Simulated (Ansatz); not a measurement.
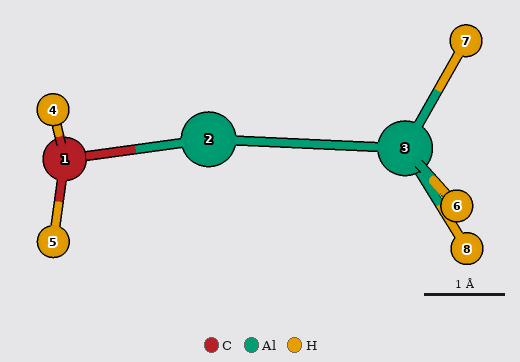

Figure 1. The input geometry (ball-and-stick view, seen at a tilt; atoms are numbered from 1 in the order of the input). Sticks mark near contacts.

Run report: CH5Al2, geometry relaxation (part 1 of 2)

The run: geometry relaxation of CH5Al2, multiplicity 2. Method and program: UKS PBE-D4/def2-SVP (Ansatz 0.2.0).

Figures and captions count atoms from 1; the log counts them from 0 in places.

### Log
```
Functional definition: PBE
  name "PBE"
  cite "Perdew, Burke & Ernzerhof, Phys. Rev. Lett. 77, 3865 (1996) doi:10.1103/PhysRevLett.77.3865"
  parent pbe
  parameter kappa = 0.804
  parameter beta = 0.06672455060314922
  exchange = pbe_x(kappa = kappa, mu = beta*pi^2/3)
  correlation = pbe_c(beta = beta)
834 factors; their error is unknown
mean field evaluation 1: about -14276.1281 eV, gradient 5.0e1 eV
mean field evaluation 2: about -14140.9351 eV, gradient 1.0e2 eV
mean field evaluation 4: about -14269.0082 eV, gradient 4.3e1 eV
mean field evaluation 8: about -14293.2357 eV, gradient 3.5e-1 eV
mean field evaluation 16: about -14293.1961 eV, gradient 7.1e-3 eV
mean field evaluation 32: about -14292.9267 eV, gradient 2.2e0 eV
mean field -14293.19605905 eV, -525.2652668939 hartree, gradient 4.9e-5 eV, S^2 0.778320; 3 other end points of the search recorded, 0 dependent functions left out
the calculation of the forces begins
reference -14293.19610086 eV, -525.2652684303 hartree; 19, 18 occupied and 56, 57 virtual orbitals, 834 factors
relax step   1: F+E_penalty+E_count = -14293.32993055 eV  Δ(F+E_penalty+E_count) = +0.000e0 eV  max|allowed force component| = 1.850e0 eV/Å  Δτ_max = 0.0000 Å  (109 SCF iters, accepted)
these checks for a lower state are left out or cut short: starts, cluster_reference, orbital_swaps, neighbouring_geometries, increment
834 factors; their error is unknown
mean field -14293.99938512 eV, -525.2947885826 hartree, gradient 1.9e-5 eV, S^2 0.762715; 0 other end points of the search recorded, 0 dependent functions left out
[... from here on the field's lines of each further geometry are left out, up to the last ...]
relax step   2: F+E_penalty+E_count = -14294.13315890 eV  Δ(F+E_penalty+E_count) = -8.032e-1 eV  max|allowed force component| = 1.023e0 eV/Å  Δτ_max = 0.1947 Å  (40 SCF iters, accepted)
relax step   3: F+E_penalty+E_count = -14294.70297270 eV  Δ(F+E_penalty+E_count) = -5.698e-1 eV  max|allowed force component| = 8.952e-1 eV/Å  Δτ_max = 0.1950 Å  (37 SCF iters, accepted)
relax step   4: F+E_penalty+E_count = -14295.01635670 eV  Δ(F+E_penalty+E_count) = -3.134e-1 eV  max|allowed force component| = 8.462e-1 eV/Å  Δτ_max = 0.1950 Å  (37 SCF iters, accepted)
relax step   5: F+E_penalty+E_count = -14295.09398106 eV  Δ(F+E_penalty+E_count) = -7.762e-2 eV  max|allowed force component| = 4.768e-1 eV/Å  Δτ_max = 0.2000 Å  (32 SCF iters, accepted)
relax step   6: F+E_penalty+E_count = -14295.12331374 eV  Δ(F+E_penalty+E_count) = -2.933e-2 eV  max|allowed force component| = 7.269e-2 eV/Å  Δτ_max = 0.0833 Å  (32 SCF iters, accepted)
relax step   7: F+E_penalty+E_count = -14295.12207262 eV  Δ(F+E_penalty+E_count) = +1.241e-3 eV  max|allowed force component| = 7.735e-2 eV/Å  Δτ_max = 0.0737 Å  (32 SCF iters, rejected (line search))
relax step   8: F+E_penalty+E_count = -14295.12587121 eV  Δ(F+E_penalty+E_count) = -2.557e-3 eV  max|allowed force component| = 7.404e-2 eV/Å  Δτ_max = 0.0369 Å  (33 SCF iters, accepted)
relax step   9: F+E_penalty+E_count = -14295.12697637 eV  Δ(F+E_penalty+E_count) = -1.105e-3 eV  max|allowed force component| = 7.402e-2 eV/Å  Δτ_max = 0.0998 Å  (32 SCF iters, accepted)
relax step  10: F+E_penalty+E_count = -14295.13387341 eV  Δ(F+E_penalty+E_count) = -6.897e-3 eV  max|allowed force component| = 4.424e-2 eV/Å  Δτ_max = 0.1148 Å  (32 SCF iters, accepted)
relax step  11: F+E_penalty+E_count = -14295.14179904 eV  Δ(F+E_penalty+E_count) = -7.926e-3 eV  max|allowed force component| = 1.071e-1 eV/Å  Δτ_max = 0.1533 Å  (34 SCF iters, accepted)
relax step  12: F+E_penalty+E_count = -14295.16201987 eV  Δ(F+E_penalty+E_count) = -2.022e-2 eV  max|allowed force component| = 1.372e-1 eV/Å  Δτ_max = 0.1724 Å  (34 SCF iters, accepted)
relax step  13: F+E_penalty+E_count = -14295.19613891 eV  Δ(F+E_penalty+E_count) = -3.412e-2 eV  max|allowed force component| = 1.372e-1 eV/Å  Δτ_max = 0.1978 Å  (33 SCF iters, accepted)
relax step  14: F+E_penalty+E_count = -14295.23994378 eV  Δ(F+E_penalty+E_count) = -4.380e-2 eV  max|allowed force component| = 1.736e-1 eV/Å  Δτ_max = 0.1963 Å  (32 SCF iters, accepted)
relax step  15: F+E_penalty+E_count = -14295.27171432 eV  Δ(F+E_penalty+E_count) = -3.177e-2 eV  max|allowed force component| = 1.187e-1 eV/Å  Δτ_max = 0.1952 Å  (32 SCF iters, accepted)
relax step  16: F+E_penalty+E_count = -14295.26560355 eV  Δ(F+E_penalty+E_count) = +6.111e-3 eV  max|allowed force component| = 3.795e-1 eV/Å  Δτ_max = 0.1660 Å  (31 SCF iters, rejected (line search))
relax step  17: F+E_penalty+E_count = -14295.28037771 eV  Δ(F+E_penalty+E_count) = -8.663e-3 eV  max|allowed force component| = 6.004e-2 eV/Å  Δτ_max = 0.0811 Å  (33 SCF iters, accepted)
relax step  18: F+E_penalty+E_count = -14295.28704412 eV  Δ(F+E_penalty+E_count) = -6.666e-3 eV  max|allowed force component| = 9.606e-2 eV/Å  Δτ_max = 0.1000 Å  (32 SCF iters, accepted)
relax step  19: F+E_penalty+E_count = -14295.29316748 eV  Δ(F+E_penalty+E_count) = -6.123e-3 eV  max|allowed force component| = 3.420e-1 eV/Å  Δτ_max = 0.1457 Å  (33 SCF iters, accepted)
relax step  20: F+E_penalty+E_count = -14295.30975772 eV  Δ(F+E_penalty+E_count) = -1.659e-2 eV  max|allowed force component| = 1.460e-1 eV/Å  Δτ_max = 0.1999 Å  (33 SCF iters, accepted)
relax step  21: F+E_penalty+E_count = -14295.27460148 eV  Δ(F+E_penalty+E_count) = +3.516e-2 eV  max|allowed force component| = 4.931e-1 eV/Å  Δτ_max = 0.1556 Å  (31 SCF iters, rejected (line search))
relax step  22: F+E_penalty+E_count = -14295.31212989 eV  Δ(F+E_penalty+E_count) = -2.372e-3 eV  max|allowed force component| = 9.186e-2 eV/Å  Δτ_max = 0.0739 Å  (33 SCF iters, accepted)
relax step  23: F+E_penalty+E_count = -14295.31188993 eV  Δ(F+E_penalty+E_count) = +2.400e-4 eV  max|allowed force component| = 7.385e-2 eV/Å  Δτ_max = 0.0136 Å  (33 SCF iters, rejected (line search))
relax step  24: F+E_penalty+E_count = -14295.31251067 eV  Δ(F+E_penalty+E_count) = -3.808e-4 eV  max|allowed force component| = 2.520e-2 eV/Å  Δτ_max = 0.0068 Å  (27 SCF iters, accepted)
the calculation of the forces begins
reference -14295.17826978 eV, -525.3381117944 hartree; 19, 18 occupied and 56, 57 virtual orbitals, 834 factors
relax step  25: F+E_penalty+E_count = -14295.31290409 eV  Δ(F+E_penalty+E_count) = -3.934e-4 eV  max|allowed force component| = 2.661e-2 eV/Å  Δτ_max = 0.0422 Å  (33 SCF iters, accepted)
834 factors; their error is unknown
mean field evaluation 224: about -14295.1495 eV, gradient 2.5e0 eV
```

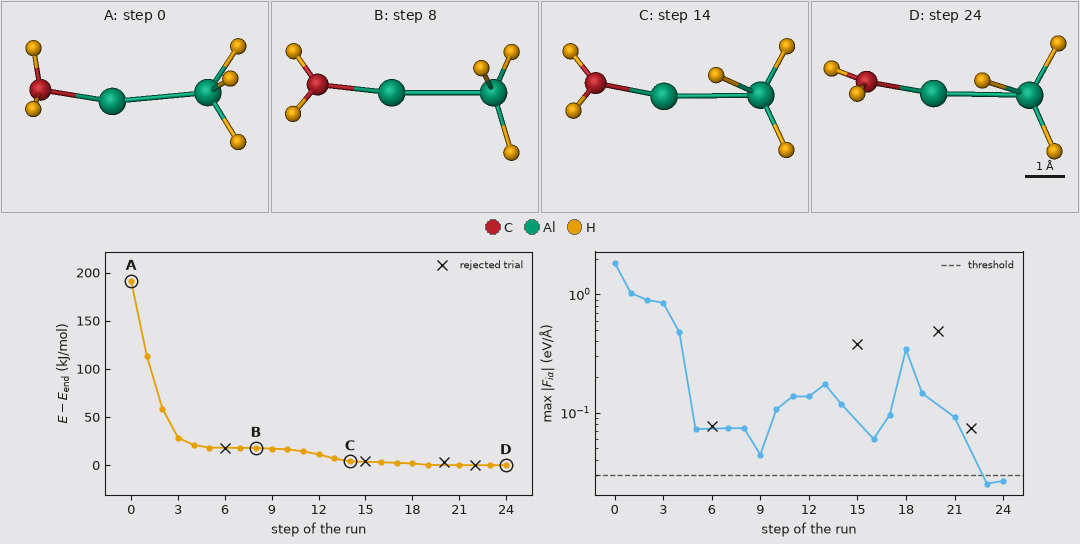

Figure 2. Frames of the relaxation (ball-and-stick view, seen at a tilt) above the curves, on which the letters mark them (the first geometry is step 0 here and step 1 in the log).

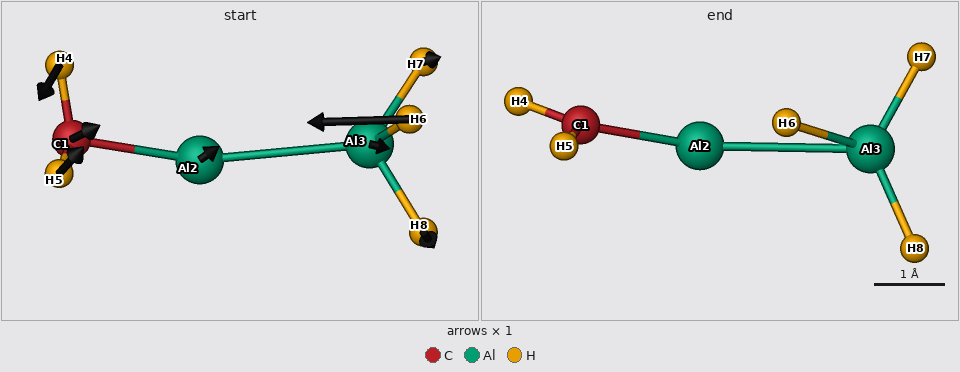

Figure 3. Before (left) and after (right) the relaxation, at one scale (ball-and-stick view, seen at a tilt). The black arrows give the displacements, at true length. The largest move after the best rigid fit is that of H6, 1.51 Å. By element the largest moves are H 1.51 Å, C 0.57 Å, Al 0.36 Å. Distances before and after: Al3–H6 1.520 → 1.734 Å, C1–Al2 1.959 → 1.936 Å, Al2–Al3 2.505 → 2.489 Å, C1–H4 1.095 → 1.108 Å. Among the angles that change: Al2–Al3–H6 123.7° → 52.8°, H6–Al3–H8 71.9° → 111.1°, H6–Al3–H7 92.3° → 110.2°. After 24 geometry steps the energy has fallen by 191.3 kJ/mol. The largest force component goes from 1.8 to 0.027 eV/Å. The line search rejected the trial steps at points 6, 15, 20, 22 (counted from 0) and went back. (Atoms are counted from 1 in the order of the input.)

```
mean field -14295.17822732 eV, -525.3381102343 hartree, gradient 1.7e-5 eV, S^2 0.758394; 4 other end points of the search recorded, 0 dependent functions left out
the calculation of the forces begins
reference -14295.17826978 eV, -525.3381117944 hartree; 19, 18 occupied and 56, 57 virtual orbitals, 834 factors
Total energy: -14295.31294655 eV, -525.3430610745 hartree
Atom 0 at    -0.640163     1.422854    -0.172458 Å, force    -0.017539     0.020327     0.005535 eV/Å
Atom 1 at     0.210493    -0.311478    -0.297596 Å, force     0.004554    -0.003098     0.001589 eV/Å
Atom 2 at     1.359372    -2.128766     0.955524 Å, force     0.002720    -0.001927    -0.006028 eV/Å
Atom 3 at    -0.687814     2.148817    -1.008415 Å, force    -0.004061    -0.012750     0.020457 eV/Å
Atom 4 at    -1.277752     1.733373     0.680252 Å, force     0.018530    -0.005993    -0.026612 eV/Å
Atom 5 at     0.748434    -0.637439     1.595431 Å, force    -0.001833     0.003426     0.002829 eV/Å
Atom 6 at     2.951810    -2.070848     0.847928 Å, force     0.003989     0.001114     0.000381 eV/Å
Atom 7 at     0.440975    -3.359863     1.389739 Å, force    -0.006360    -0.001100     0.001850 eV/Å
Dipole moment:    -0.243275     0.401358    -0.181409 e Å
```

### Trajectory as extended XYZ (Å, eV, eV/Å), 25 frames, from step=1 to step=25
```
8
Properties=species:S:1:pos:R:3:forces:R:3 step=1 energy=-14293.32993
C    -0.9914    1.4848   -0.6658    0.9157  -1.4981   0.4400
Al   -0.1299   -0.2623   -0.4620   -0.5348   1.1072   0.1093
Al    1.2661   -1.8260    0.9086    0.5332  -0.7685  -0.7691
H    -0.2412    2.2809   -0.6074    0.2948   0.5907  -0.4679
H    -1.6999    1.6508    0.1530   -0.7782   0.1015   0.1231
H     1.5750   -1.6094    2.3811    0.1468   1.3635   1.8498
H     2.8090   -1.9654    0.5393    0.1665  -0.0812  -0.7687
H     0.5177   -2.9568    1.7436   -0.7440  -0.8150  -0.5164
8
Properties=species:S:1:pos:R:3:forces:R:3 step=2 energy=-14294.13316
C    -0.9457    1.4499   -0.6080    0.3844  -0.0531   0.6870
Al   -0.1065   -0.2567   -0.3857   -0.0201   0.1827   0.1728
Al    1.3201   -1.8860    0.9540    0.4768  -0.7629   0.7587
H    -0.2476    2.3184   -0.6605   -0.2288   0.0048  -0.3179
H    -1.7546    1.6671    0.1285   -0.1509   0.0544  -0.3387
H     1.5655   -1.4404    2.4773   -0.0734   1.0227   0.3674
H     2.8360   -1.9924    0.4354   -0.0676  -0.0953  -0.5748
H     0.4380   -3.0633    1.6494   -0.3205  -0.3533  -0.7547
8
Properties=species:S:1:pos:R:3:forces:R:3 step=3 energy=-14294.70297
C    -0.8999    1.4295   -0.5332   -0.0524   0.7047   0.4816
Al   -0.0685   -0.2731   -0.3208    0.2779  -0.3242   0.2808
Al    1.3808   -1.9615    1.0584    0.2210  -0.3504   0.8952
H    -0.2692    2.3422   -0.7048   -0.3177  -0.2606  -0.1431
H    -1.7930    1.6867    0.0960    0.1580  -0.0374  -0.3881
H     1.5546   -1.2529    2.5299   -0.1087   0.5129  -0.2467
H     2.8293   -2.0178    0.3395   -0.2064  -0.1409  -0.2840
H     0.3713   -3.1564    1.5254    0.0283  -0.1041  -0.5957
8
Properties=species:S:1:pos:R:3:forces:R:3 step=4 energy=-14295.01636
C    -0.8572    1.4272   -0.4496   -0.2413   0.8462   0.2256
Al   -0.0080   -0.2853   -0.2082    0.2048  -0.2192   0.2481
Al    1.4301   -2.0207    1.1818   -0.0014  -0.1112   0.2478
H    -0.3004    2.3579   -0.7538   -0.2798  -0.4167   0.0171
H    -1.8290    1.7051    0.0478    0.3606  -0.1399  -0.3180
H     1.5256   -1.0602    2.5229   -0.0687  -0.0027  -0.3254
H     2.7827   -2.0797    0.2697   -0.2276  -0.0956   0.0836
H     0.3616   -3.2476    1.3798    0.2534   0.1390  -0.1788
8
Properties=species:S:1:pos:R:3:forces:R:3 step=5 energy=-14295.09398
C    -0.8680    1.4745   -0.4292   -0.1279   0.4768   0.1636
Al    0.0368   -0.1997   -0.0331    0.1009  -0.1310   0.0880
Al    1.4493   -2.0582    1.2041    0.0091  -0.0330   0.1354
H    -0.3607    2.3840   -0.8388   -0.1386  -0.2610   0.0100
H    -1.8856    1.7399   -0.0458    0.2165  -0.1087  -0.1746
H     1.5612   -1.0925    2.5375   -0.0354  -0.0745  -0.2342
H     2.7748   -2.1550    0.2642   -0.1629  -0.0066   0.0833
H     0.3976   -3.2963    1.3315    0.1382   0.1380  -0.0714
8
Properties=species:S:1:pos:R:3:forces:R:3 step=6 energy=-14295.12331
C    -0.8451    1.4990   -0.3604    0.0408  -0.0550   0.0251
Al    0.0669   -0.1798    0.0419    0.0086   0.0309   0.0330
Al    1.4512   -2.0629    1.2151   -0.0054  -0.0536  -0.0727
H    -0.3752    2.3561   -0.8831   -0.0145   0.0335  -0.0245
H    -1.8977    1.7150   -0.0889   -0.0409   0.0318  -0.0134
H     1.5553   -1.0839    2.5074   -0.0062   0.0517   0.0367
H     2.7460   -2.1660    0.2641    0.0408  -0.0006  -0.0055
H     0.4041   -3.2809    1.2942   -0.0233  -0.0388   0.0213
8
Properties=species:S:1:pos:R:3:forces:R:3 step=7 energy=-14295.12207 accepted=F
C    -0.8475    1.5207   -0.3433    0.0307   0.0482   0.0731
Al    0.0868   -0.1368    0.0984   -0.0338  -0.0660  -0.0774
Al    1.4456   -2.0931    1.1820    0.0291   0.0493   0.0400
H    -0.3991    2.3679   -0.9012    0.0520  -0.0096  -0.0323
H    -1.9091    1.7384   -0.1078   -0.0359  -0.0538   0.0197
H     1.5155   -1.0624    2.4505    0.0036   0.0130   0.0169
H     2.7776   -2.2036    0.2854    0.0066   0.0204  -0.0229
H     0.4356   -3.3345    1.3265   -0.0523  -0.0016  -0.0171
```
